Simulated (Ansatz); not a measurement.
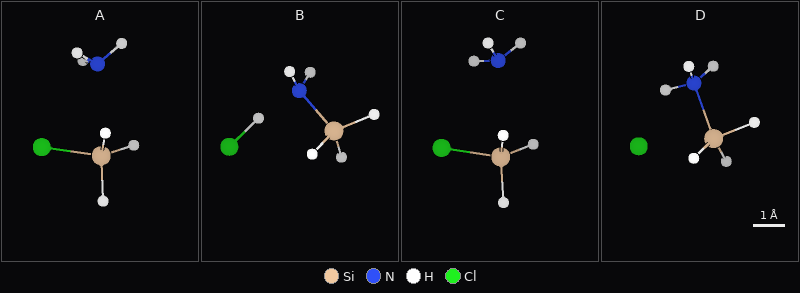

4 geometries from a converged minimum-energy path of SiNH$_{6}$Cl, shuffled. Style: ball-and-stick. Shown at a tilt.

Theory: RKS B3LYP/cc-pVDZ in Ansatz. Settings: 7 movable images; climbing image; force threshold 0.05 eV/Å; iteration limit 60; starting path through a guess of the saddle point.

Q: One of them is the converged climbing image. Which?

A: D. In order along the path, whose images run from 0 to 8: B (image 1, +2.9 kJ/mol), D (image 3, +37.1 kJ/mol), A (image 7, −27.6 kJ/mol), C (image 8, −27.8 kJ/mol). Breaking: Cl–H (1.35 → 3.01 Å), N–Si (1.79 → 3.15 Å). Forming: H–N (1.75 → 1.02 Å), Cl–Si (4.16 → 2.11 Å).

The run took 5.3 min on 1 thread of Arm Neoverse V1 (shared host), peak memory 0.17 GiB.
